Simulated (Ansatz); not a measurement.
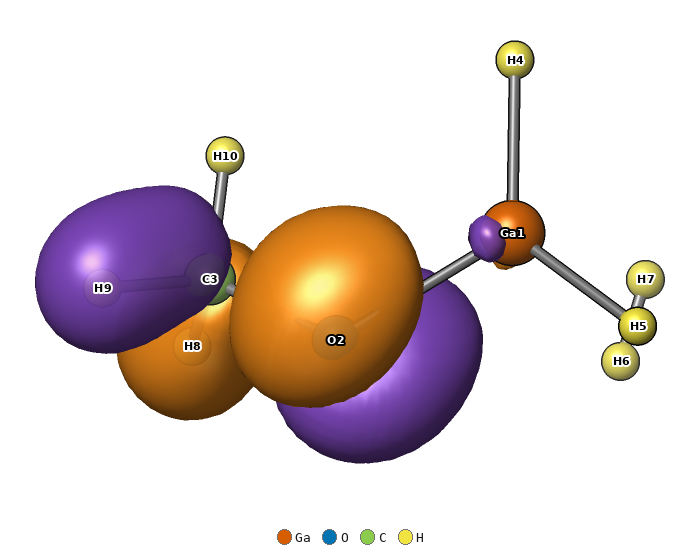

The picture shows: CH5GaO···H2. The HOMO at ±0.15 Å⁻³ᐟ² (orange and purple are the two phases), seen from one side.

The reactant side of a reaction path; geometry: PBE0-D4/def2-TZVP.

These are results of RKS PBE0-D4/def2-TZVPP in Ansatz, not measurements.

The calculation's input:

```
crystal:
  periodic: [false, false, false]
  atoms:
    - {symbol: Ga, position_ang: [-0.905489, 1.014365, 0.250552]}
    - {symbol: O, position_ang: [0.353457, -0.016405, 0.983338]}
    - {symbol: C, position_ang: [0.488364, -1.383392, 0.706478]}
    - {symbol: H, position_ang: [-1.938087, 0.287133, -0.673857]}
    - {symbol: H, position_ang: [-0.834671, 2.505334, 0.686743]}
    - {symbol: H, position_ang: [0.897597, 1.524110, -1.699532]}
    - {symbol: H, position_ang: [0.327292, 1.378033, -2.163336]}
    - {symbol: H, position_ang: [1.443909, -1.576267, 0.204190]}
    - {symbol: H, position_ang: [0.480270, -1.956189, 1.640680]}
    - {symbol: H, position_ang: [-0.312742, -1.776622, 0.064741]}
basis:
  gaussian: {orbitals: def2-TZVPP}
hamiltonian: {xc: pbe0, dispersion: d4}
output: {orbitals: {seedname: orbitals}}
```

Run with:

```sh
ansatz run in.yaml --threads 4 --pin off --events-out ev --progress --plain --max-ram 9574MiB
```

> Describe this orbital and give its energy.

Its weight (Hirshfeld) is mainly on O2 (about 60 %), C3 (about 15 %), Ga1 (about 10 %), H8 (about 10 %) and H9 (about 5 %). Its energy is −7.75 eV.
